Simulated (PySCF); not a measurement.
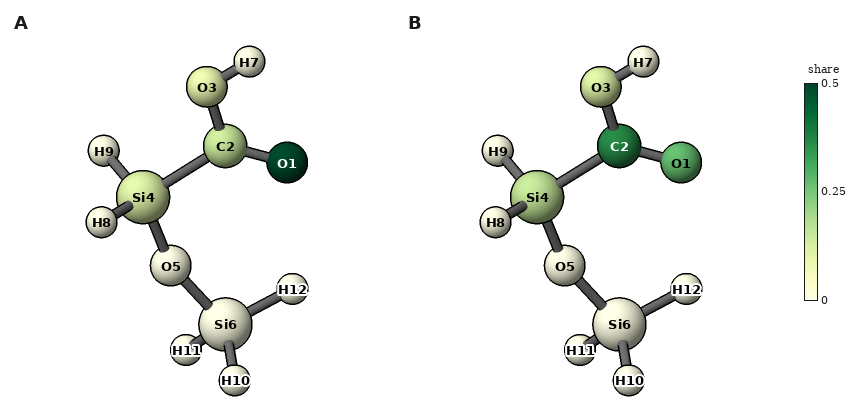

Each panel colours the atoms by their Löwdin share in one orbital (up to four of the largest shares; other atoms are shown as zero). The geometry was computed by an optimisation with GFN2-xTB. No frequency run is at hand to confirm it as a minimum. Computed with CAM-B3LYP/def2-SVPD (PySCF 2.14.0).

The panels show the HOMO, LUMO, in some order. Which is which?

Answer. A: HOMO, −9.38 eV; O1 0.49, C2 0.15, Si4 0.11, O3 0.09
B: LUMO, 0.37 eV; C2 0.37, O1 0.27, Si4 0.15, O3 0.12

The geometry is semi-empirical. Around Si such bond lengths and angles can be off by a tenth of an ångström or more and by several degrees, and values that hang on the shape move with them.
